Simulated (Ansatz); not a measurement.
# CHFGaN (SMILES N#[C][GaH][F]) at r2SCAN0/cc-pVDZ

What is the vertical ionisation energy of CHFGaN at r2SCAN0/cc-pVDZ? 

The results are computed with Ansatz 0.2.0.

126 further runs of the same task are left out: 126 set aside as unsound or not needed.

### Step 1. The molecule

CHFGaN: 5 atoms, total charge 0, spin state singlet. As SMILES, `N#[C][GaH][F]`. The coordinates come from a PBE0-D4/def2-TZVP relaxation.

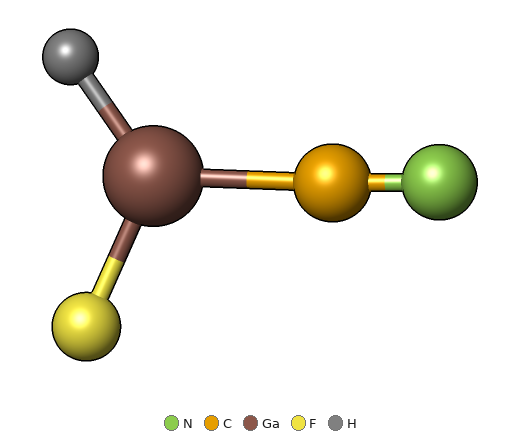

Viewed from a chosen angle; nitrogen green, carbon amber, gallium brown, fluorine yellow, hydrogen grey.

### Step 2. A single-point energy at r2SCAN0/cc-pVDZ

Contents of job.yaml:

```yaml
crystal:
  periodic: [false, false, false]
  atoms:
    - {symbol: N, position_ang: [1.214000, -1.657200, 1.266000]}
    - {symbol: C, position_ang: [0.641000, -0.864700, 0.656300]}
    - {symbol: Ga, position_ang: [-0.259700, 0.519000, -0.345500]}
    - {symbol: F, position_ang: [-1.724700, -0.053500, -1.092600]}
    - {symbol: H, position_ang: [0.179200, 1.982700, -0.525600]}
basis:
  gaussian:
    orbitals: cc-pVDZ
hamiltonian:
  xc: {name: r2SCAN0}
accuracy: high
output: {orbitals: {seedname: orbitals}}
```

Run with:

```bash
$ ansatz run job.yaml --threads 1 --pin off --max-ram 3480MiB --events-out events.jsonl --progress --plain --runs-dir runs
```

The log of the run:

```text
Warning: RAYON_NUM_THREADS=1 ignored (pool sized by the plan → 1); use --threads N
Functional definition: r2SCAN0
  name "r2SCAN0"
  parameter a = 0.25
  parameter k0 = 0.174
  parameter k1 = 0.065
  parameter a1 = 4.9479
  exchange = (1 - a)*r2scan_x(k0 = k0, k1 = k1, a1 = a1) + a*exact_x
  correlation = r2scan_c
1569 factors; integrals over basis functions are off by at most 4.4e-9 eV
mean field evaluation 1: about -57628.8381 eV, gradient 4.7e1 eV
mean field evaluation 2: about -57619.5439 eV, gradient 8.3e1 eV
mean field evaluation 4: about -57633.2848 eV, gradient 5.2e0 eV
mean field evaluation 8: about -57633.4594 eV, gradient 7.1e-1 eV
mean field evaluation 16: about -57633.4606 eV, gradient 2.4e-5 eV
mean field -57633.46058837 eV, -2117.9906112600 hartree, gradient 3.8e-8 eV, S^2 0.000000; 0 other end points of the search recorded, 0 dependent functions left out
reference -57633.46058906 eV, -2117.9906112853 hartree; 27, 27 occupied and 47, 47 virtual orbitals, 1569 factors
Total energy: -57633.46058906 eV, -2117.9906112853 hartree
```

Run time: 10 s. Hardware: 1 thread of Arm Neoverse V2, shared host; peak memory 0.27 GiB.

### Step 3. The doublet cation at the same level

Contents of in.yaml:

```yaml
crystal:
  periodic: [false, false, false]
  atoms:
    - {symbol: "N", position_ang: [1.214000, -1.657200, 1.266000]}
    - {symbol: C, position_ang: [0.641000, -0.864700, 0.656300]}
    - {symbol: Ga, position_ang: [-0.259700, 0.519000, -0.345500]}
    - {symbol: F, position_ang: [-1.724700, -0.053500, -1.092600]}
    - {symbol: H, position_ang: [0.179200, 1.982700, -0.525600]}
basis:
  gaussian: {orbitals: cc-pVDZ}
hamiltonian: {xc: {name: r2SCAN0}}
output: {orbitals: {seedname: orbitals}}
magnetization: {spin_polarized: true, initial_magnetization: 1}
total_charge: 1
accuracy: high
```

Run with:

```bash
$ ansatz run in.yaml --threads 1 --pin off --max-ram 3480MiB --events-out events.jsonl --progress --plain --runs-dir runs
```

The log of the run (excerpt; [...] marks lines left out):

```text
Warning: RAYON_NUM_THREADS=1 ignored (pool sized by the plan → 1); use --threads N
[... 8 set-up lines as earlier in the session ...]
1569 factors; integrals over basis functions are off by at most 4.4e-9 eV
mean field evaluation 1: about -57605.3815 eV, gradient 5.8e1 eV
mean field evaluation 2: about -57478.2462 eV, gradient 1.7e2 eV
mean field evaluation 4: about -57619.8530 eV, gradient 1.4e1 eV
mean field evaluation 8: about -57620.8272 eV, gradient 6.8e-1 eV
mean field evaluation 16: about -57620.9760 eV, gradient 1.9e-1 eV
mean field evaluation 32: about -57620.9800 eV, gradient 4.4e-4 eV
mean field evaluation 64: about -57620.8882 eV, gradient 9.2e-1 eV
mean field -57620.97998242 eV, -2117.5319574509 hartree, gradient 9.8e-8 eV, S^2 0.779895; 6 other end points of the search recorded, 0 dependent functions left out
reference -57620.97998498 eV, -2117.5319575452 hartree; 27, 26 occupied and 47, 48 virtual orbitals, 1569 factors
Total energy: -57620.97998498 eV, -2117.5319575452 hartree
```

Wall time 53 s (1 thread of Arm Neoverse V2, shared host); peak memory 0.45 GiB.

### Step 4. What came out

Level: r2SCAN0/cc-pVDZ.

| quantity | value |
| --- | --- |
| singlet CHFGaN: total energy | -2117.99061 Eh |
| singlet CHFGaN: HOMO energy | -10.24 eV |
| singlet CHFGaN: LUMO energy | -2.32 eV |
| singlet CHFGaN: HOMO–LUMO gap | 7.92 eV |
| doublet cation: total energy | -2117.53196 Eh |
| doublet cation: HOMO energy (highest over α and β) | -16.63 eV |
| doublet cation: LUMO energy (lowest over α and β) | -14.66 eV |
| doublet cation: ⟨S²⟩ | 0.780 |
| vertical ionisation energy (to the doublet cation) | 12.481 eV |

What this shows: The vertical ionisation energy comes to 12.48 eV (288 kcal/mol). −ε(HOMO) before ionisation, 10.24 eV, is 2.24 eV below this ionisation energy.
